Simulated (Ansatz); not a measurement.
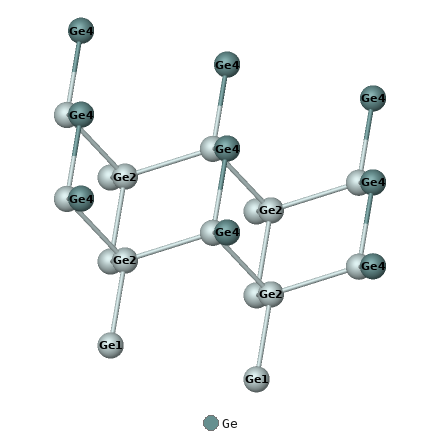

The system is S on a Ge(100) slab cut from the Fd-3m phase, its upper half relaxed before the scan (4 atoms of substrate and one adsorbate in a 1 × 1 cell); the picture shows it without the atoms that are moved over the map. S is moved over the surface cell; relaxed at each place: the height of the adsorbate's atoms; substrate rigid; the origin of the map has the adsorbate above Ge4. Places are given modulo a cell vector. The map is drawn in real space over the plane of the surface. The grid has 8 × 8 points; 25 points were computed and 39 follow by symmetry. Energies are in eV, from the lowest grid point. With one adsorbate in each 1 × 1 cell, its nearest image is 4.1 Å away, so neighbouring adsorbates interact. All numbers below come from DFT PBE, scalar-relativistic, plane waves, PAW (Ansatz 0.2.0). Settings: cutoff 420 eV, k-mesh 7×7×1, gaussian smearing 0.1 eV, no spin polarisation.

Range: position of S5 along the first surface vector from 0.000 to 0.875; position of S5 along the second surface vector from 0.000 to 0.875.

### Predict the map.

The lowest grid point is at a bridge site between two Ge atoms, (4/8, 0/8) of the cell vectors. The highest grid point, (2/8, 4/8) of the cell vectors [nearest 3 Ge at 2.47 Å], lies 1.31 eV above the lowest. On the interpolated surface the easiest way out of the lowest well to its copy in the next cell or period passes a barrier of about 0.68 eV. At the lowest point the adsorbate has 2 Ge at 2.40 Å as nearest neighbours, at the highest 3 Ge at 2.47 Å. Its relaxed height above the top atom is 1.26 Å at the lowest and 0.88 Å at the highest point.

| second ↓, first → | 0/8 | 1/8 | 2/8 | 3/8 | 4/8 | 5/8 | 6/8 | 7/8 |
| --- | --- | --- | --- | --- | --- | --- | --- | --- |
| 7/8 | 0.74 | 0.73 | 0.67 | 0.38 | 0.08 | 0.38 | 0.67 | 0.73 |
| 6/8 | 0.88 | 0.88 | 0.84 | 0.58 | 0.33 | 0.58 | 0.84 | 0.88 |
| 5/8 | 1.15 | 1.16 | 1.16 | 1.00 | 0.93 | 1.00 | 1.16 | 1.16 |
| 4/8 | 1.22 | 1.24 | 1.31 | 1.30 | 1.30 | 1.30 | 1.31 | 1.24 |
| 3/8 | 1.15 | 1.16 | 1.16 | 1.00 | 0.93 | 1.00 | 1.16 | 1.16 |
| 2/8 | 0.88 | 0.88 | 0.84 | 0.58 | 0.33 | 0.58 | 0.84 | 0.88 |
| 1/8 | 0.74 | 0.73 | 0.67 | 0.38 | 0.08 | 0.38 | 0.67 | 0.73 |
| 0/8 | 0.68 | 0.67 | 0.61 | 0.31 | 0.00 | 0.31 | 0.61 | 0.67 |

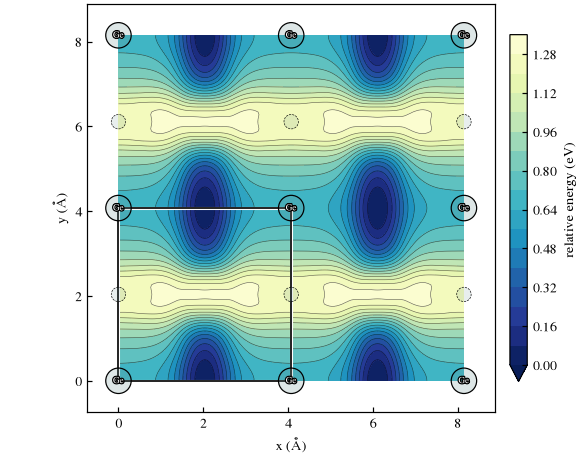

In the figure: filled contours, labelled circles for the atoms of the top layer and small ones for the second layer, the outline of one cell of the 2 × 2 shown. Between grid points the surface is interpolated.

Each point was launched as `ansatz run input.yaml --threads 2 --pin off --max-ram 6144MiB --backend cpu --events-out ev --progress --plain --runs-dir out`. Time for the 25 points that were run: 18 min on 2 threads of Arm Neoverse V1 (shared host).

PAW datasets: the set soft_1.
